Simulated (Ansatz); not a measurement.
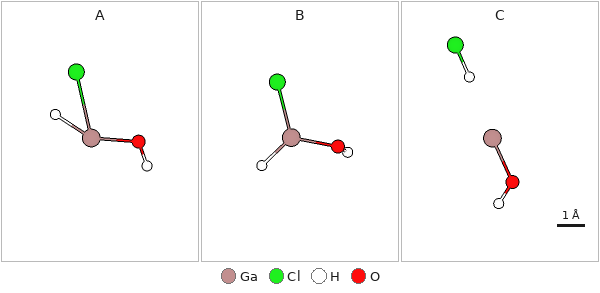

3 geometries from a converged minimum-energy path of GaH$_{2}$OCl, shuffled. A ball-and-stick model, seen face on.

Method: RKS revPBE-D4/def2-mTZVP (Ansatz 0.2.0). Set-up: 5 movable images; climbing image; force threshold 0.03 eV/Å; iteration limit 60; starting path through a guess of the saddle point.

One of them is the converged climbing image. Which?

A. In order along the path, whose images run from 0 to 6: B (image 1, +5.7 kcal/mol), A (image 3, +46.7 kcal/mol), C (image 6, +27.1 kcal/mol). Breaking: Cl–Ga (2.18 → 3.81 Å), Ga–H (1.56 → 2.49 Å). Forming: Cl–H (3.30 → 1.33 Å).

The run took 53 s on 2 threads of Intel(R) Xeon(R) 6975P-C (Granite Rapids), with other jobs on the host, peak memory 0.16 GiB.
